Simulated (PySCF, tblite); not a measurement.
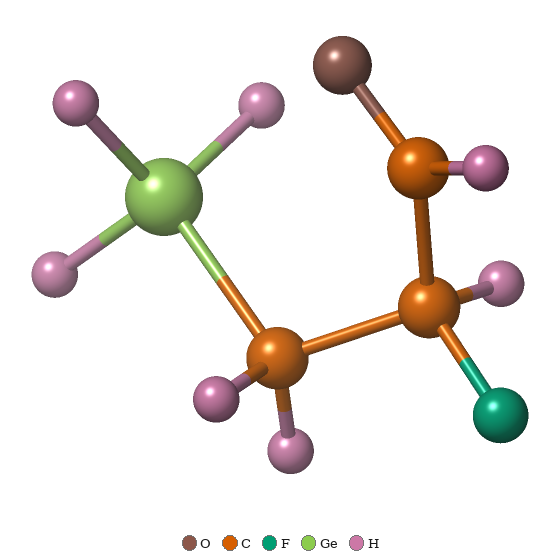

Structure of C₃H₇FGeO, SMILES O=C[C@@H](F)[CH2][GeH3], singlet.

Vertical TDDFT excitations, CAM-B3LYP/def2-SVPD in PySCF 2.14.0, at a GFN2-xTB geometry (a minimum by its frequencies), gas phase.

Q: What does its absorption spectrum look like?

A: The lowest singlet lies at 4.23 eV (293 nm, f = 0.001); the brightest of the first 8 is S5 at 7.70 eV (161 nm), f = 0.028, mainly HOMO → LUMO+1 (60 %). No singlet lies below 3.1 eV (beyond 400 nm), so at this level no vertical transition falls in the visible.


```tsv
state	E (eV)	λ (nm)	f	main character
S1	4.23	293	0.001	HOMO → LUMO (86 %)
S2	6.91	179	0.008	HOMO−1 → LUMO (96 %)
S3	7.46	166	0.015	HOMO−2 → LUMO (68 %)
S4	7.54	164	0.005	HOMO−3 → LUMO (45 %)
S5	7.70	161	0.028	HOMO → LUMO+1 (60 %)
S6	8.00	155	0.010	HOMO → LUMO+2 (73 %)
S7	8.08	153	0.020	HOMO−4 → LUMO (72 %)
S8	8.21	151	0.004	HOMO−5 → LUMO (62 %)
```

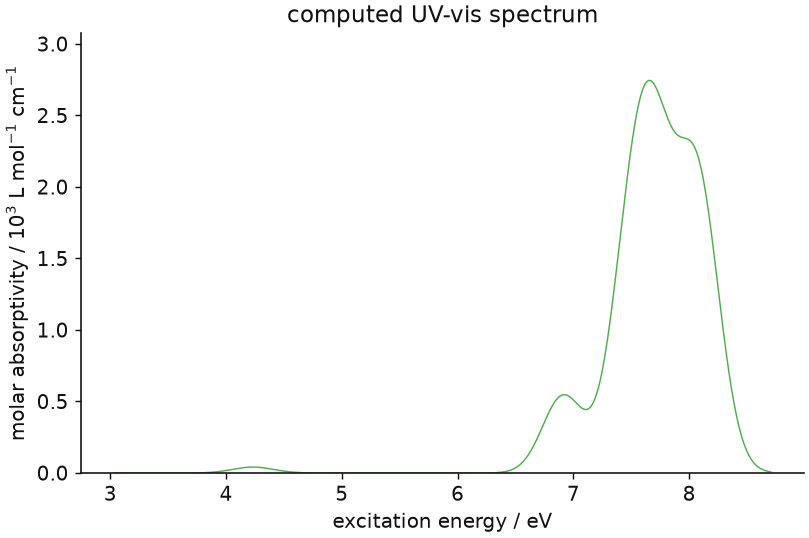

Only the first 8 singlet excitations are included; each is broadened by a Gaussian of 1/e half-width 0.25 eV.

Note: the tight-binding geometry is rougher than a DFT one and adds to the error; one conformer of a flexible molecule; core orbitals are frozen in the response.
